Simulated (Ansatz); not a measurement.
**C₄H₈GeNP: density, localisation and related maps**

Input

```
basis:
  gaussian:
    orbitals: def2-SVPD
crystal:
  periodic: [false, false, false]
  atoms:
    - {symbol: C, position_ang: [1.296038, -0.178418, -0.103003]}
    - {symbol: C, position_ang: [1.057900, -0.486111, 1.192102]}
    - {symbol: C, position_ang: [-0.351369, -0.648760, 1.625331]}
    - {symbol: C, position_ang: [-1.325132, -0.482243, 0.701676]}
    - {symbol: Ge, position_ang: [-0.433565, 0.002673, -0.975506]}
    - {symbol: N, position_ang: [-0.577361, -1.064176, -2.472959]}
    - {symbol: P, position_ang: [-0.949371, 2.198776, -1.544586]}
    - {symbol: H, position_ang: [-1.499721, -1.025708, -2.905935]}
    - {symbol: H, position_ang: [-0.366255, -2.043707, -2.278194]}
    - {symbol: H, position_ang: [-0.396004, 2.058091, -2.856574]}
    - {symbol: H, position_ang: [-2.262623, 1.841648, -1.990949]}
    - {symbol: H, position_ang: [2.301447, -0.033406, -0.505715]}
    - {symbol: H, position_ang: [1.857972, -0.617669, 1.931939]}
    - {symbol: H, position_ang: [-0.556902, -0.893002, 2.675822]}
    - {symbol: H, position_ang: [-2.388254, -0.570096, 0.940719]}
hamiltonian:
  xc: {name: PBE0}
output: {forces: true, orbitals: {seedname: orbitals}}
```

Run with:

```sh
ansatz run input.yaml --threads 2 --pin off --max-ram 5220MiB --events-out events.jsonl --progress --plain --runs-dir runs
```

Geometry: r2SCAN-D4/def2-SVP.

Computed with Ansatz, isolated molecule in a Gaussian basis; Kohn-Sham density functional theory, functional PBE0.

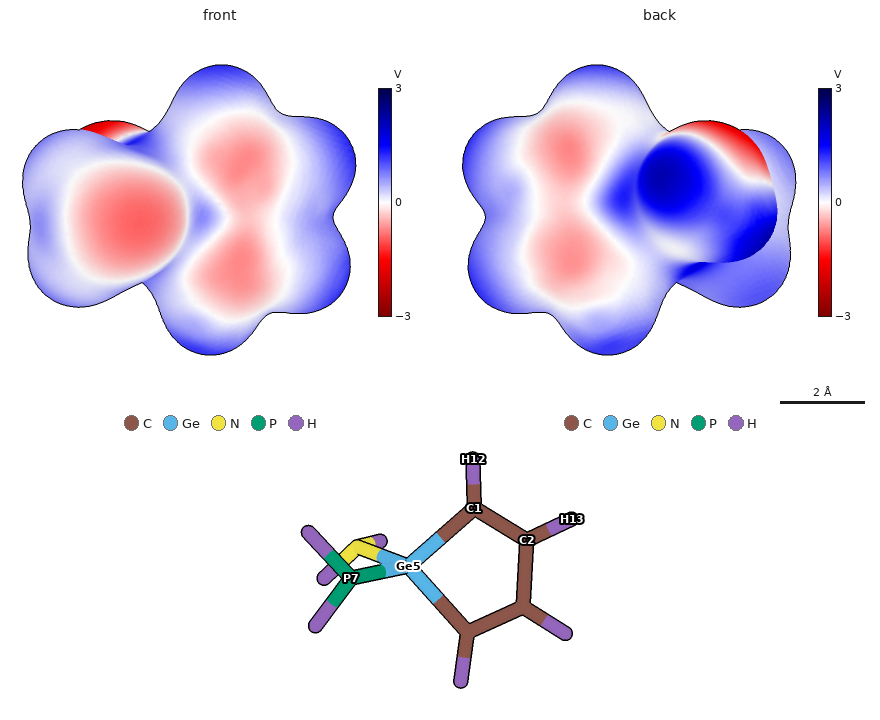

Figure 1. The molecular electrostatic potential painted on the density surface at 0.004 e/bohr³, seen from the front and from behind; red is negative and blue positive. The bare structure is drawn below in the same view.

Question: Which sites attract a positive test charge, and which a negative one?

Answer: A positive charge is drawn to the negative regions and a negative charge to the positive ones. The most negative region (about −1.8 V) lies over N6, the most positive (about +2.1 V) over H8 and H9. N6 is the likeliest acceptor of a hydrogen bond.

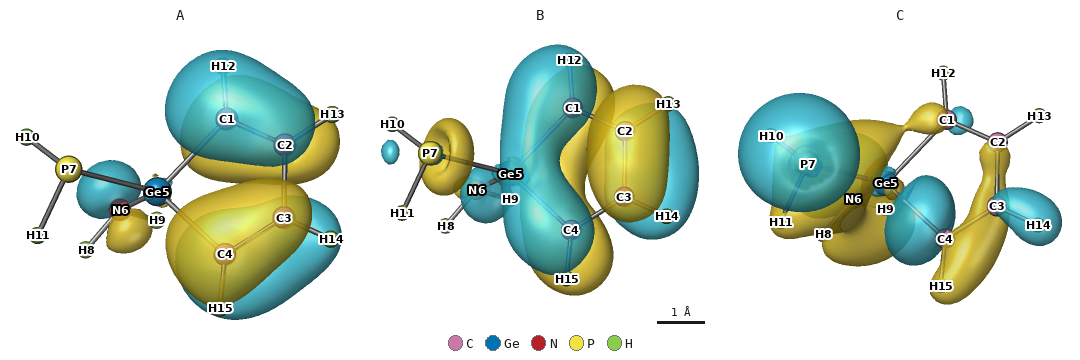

Figure 2. Three frontier orbitals at ±0.08 Å⁻³ᐟ² (yellow and cyan are the two phases), in no order.

Question: Which picture is the HOMO−1, the HOMO and the LUMO?

Answer: C is the HOMO−1 (−7.28 eV). Its weight (Hirshfeld) is mainly on P7 (about 35 %), N6 (about 25 %), Ge5 (about 15 %) and C4 (about 10 %). A is the HOMO (−6.77 eV). Its weight (Hirshfeld) is mainly on C4 (about 25 %), C1 (about 25 %), C3 (about 15 %) and C2 (about 15 %). B is the LUMO (−1.64 eV). It lies mainly on C4 (about 20 %), C1 (about 20 %), C2 (about 15 %), C3 (about 15 %) and Ge5 (about 10 %).

Question: What is the HOMO–LUMO gap?

Answer: 5.13 eV between the orbital energies.

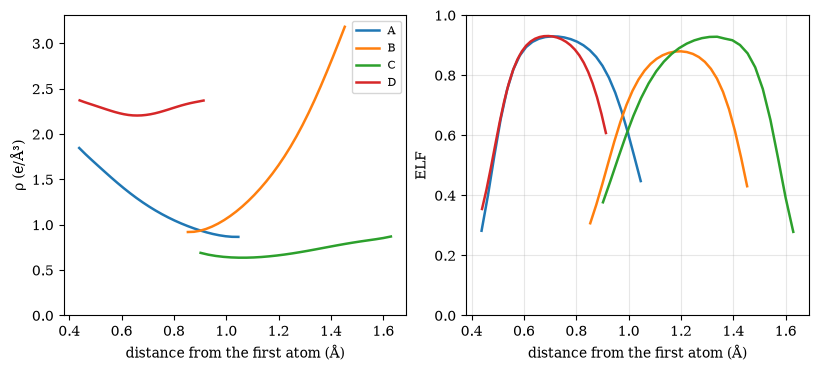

Figure 3. Electron density and ELF along straight lines between neighbouring atoms. The curves leave out the atomic cores.

Question: Which curve belongs to which contact (C–C, C–Ge, Ge–N and Ge–P)? The first atom named is at distance zero.

Answer: Curve A: C–Ge (1.95 Å): ρ at the midpoint is about 0.88 e/Å³; the ELF peaks at about 0.95 in the valence shell of C, 0.7 Å from its nucleus, and is about 0.70 at the midpoint. Curve B: Ge–N (1.84 Å): the density is about 0.95 e/Å³ at the midpoint; the ELF peaks at about 0.90 in the valence shell of N, 0.6 Å from its nucleus, and is about 0.50 at the midpoint. Curve C: Ge–P (2.33 Å): ρ is about 0.65 e/Å³ halfway; the ELF peaks at about 0.95 between the atoms (localised, covalent bonding). Curve D: C–C (1.35 Å): the density is about 2.2 e/Å³ at the midpoint; the ELF peaks at about 0.95 between the atoms; a covalent bond.
